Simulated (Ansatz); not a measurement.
The figure comes from a scan of Rb (bcc, W type): a phonon pattern at N = (0.5, 0.0, 0.0) is frozen into a 2-atom cell, Q being the largest atomic displacement. Level of theory: PBE (plane waves to 420 eV, PAW, scalar-relativistic; Ansatz, a first-principles code). k mesh 6×12×12 (Γ-centred), Fermi-Dirac smearing 0.05 eV. E stands for the smeared free energy. With partly filled bands, energies and forces of such displacements shift with the k mesh and the smearing. Rb was relaxed with its symmetry unable to fall. The PAW data are Ansatz's earlier set. The zero of ΔE is the undisplaced structure.

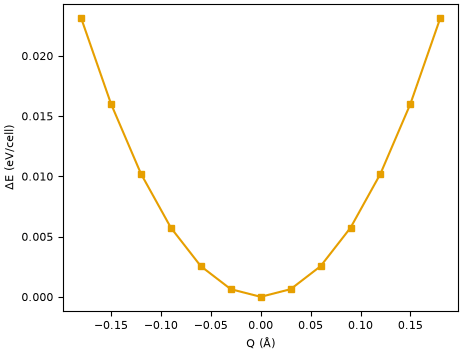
*ΔE (eV/cell) against Q (Å); markers are the computed points, lines only join them.*

Turn the plot into a table (rounded to what can be read).

To the nearest 0.0005:

```
Q (Å)   ΔE (eV/cell)
------  ------------
-0.180        0.0230
-0.150        0.0160
-0.120        0.0100
-0.090        0.0055
-0.060        0.0025
-0.030        0.0005
0.000         0.0000
0.030         0.0005
0.060         0.0025
0.090         0.0055
0.120         0.0100
0.150         0.0160
0.180         0.0230
```

(A displaced cell: forces are minus the slopes of the energy, force constants its curvatures, and phonons follow from these.)
